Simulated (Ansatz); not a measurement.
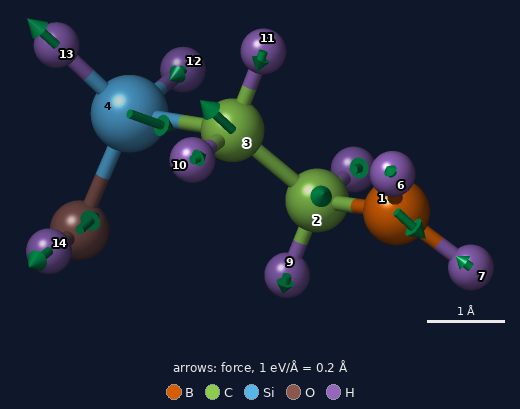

Starting geometry of C2H9BOSi with the computed forces as green arrows. A ball-and-stick model, seen at a tilt.

The run prepares an end point of a later path (hydrogen shift) calculation, from a guessed geometry.

Computed with RKS LDA/STO-3G (Ansatz).

The input:
```yaml
crystal:
  periodic: [false, false, false]
  atoms:
    - { symbol: B, position_ang: [-0.8982, 1.9982, 0.8892] }
    - { symbol: C, position_ang: [-0.7988, 0.6926, 0.0391] }
    - { symbol: C, position_ang: [0.362, -0.131, 0.5135] }
    - { symbol: Si, position_ang: [0.6277, -1.7048, -0.4677] }
    - { symbol: O, position_ang: [0.8154, -1.3474, -2.1365] }
    - { symbol: H, position_ang: [-0.1951, 2.3189, 1.7506] }
    - { symbol: H, position_ang: [-1.7945, 2.7972, 0.6268] }
    - { symbol: H, position_ang: [-1.6948, 0.1274, 0.1409] }
    - { symbol: H, position_ang: [-0.654, 0.9806, -0.9873] }
    - { symbol: H, position_ang: [1.34, 0.4462, 0.4386] }
    - { symbol: H, position_ang: [0.2511, -0.4048, 1.6176] }
    - { symbol: H, position_ang: [-0.6613, -2.495, -0.3117] }
    - { symbol: H, position_ang: [1.6407, -2.471, 0.0301] }
    - { symbol: H, position_ang: [1.6469, -0.8363, -2.1144] }
basis:
  gaussian: { orbitals: STO-3G }
hamiltonian:
  xc: lda
relax:
  f_tol: 0.02
  max_steps: 50
output:
  orbitals: {}
```

Command:
```bash
ansatz run input.yaml --threads 1 --pin off --max-ram 2048MiB --backend cpu --events-out ev --progress --plain --runs-dir out
```

**Is this structure relaxed? If not, where do the atoms go?**

It isn't relaxed: the largest force vector, on Si4, is 4.16 eV/Å. The final displacements have little in common with the starting forces (cosine between the two patterns 0.03). Over 26 accepted moves (28 points after the start) the energy falls by 0.919 eV. The largest force component goes from 4 to 0.0063 eV/Å. The line search rejected the trial steps at points 11, 26 of the run. The forces were under the threshold at step 5, but the run went on from there. The atom that moves furthest after the best rigid fit is H6 (1.34 Å). By element the largest moves are H 1.34 Å, O 1.00 Å, C 0.66 Å, B 0.63 Å, Si 0.15 Å. Near-neighbour distances that change, for instance: C2–H9 1.076 → 1.202 Å, Si4–H13 1.364 → 1.455 Å, Si4–H12 1.520 → 1.451 Å, C2–C3 1.500 → 1.555 Å. Among the angles between lasting bonds that change: C3–Si4–O5 110.5° → 99.6°, B1–C2–C3 109.6° → 120.3°, C3–C2–H9 110.2° → 99.7°. Groups turn about C2–C3 by about 45°, C3–Si4 by about 45°, Si4–O5 by about 30°. The run took 59 s on 1 thread of Arm Neoverse V2, with other jobs on the host, peak memory 0.15 GiB.

Limits of the set-up: STO-3G is a minimal basis, so the numbers are rough.
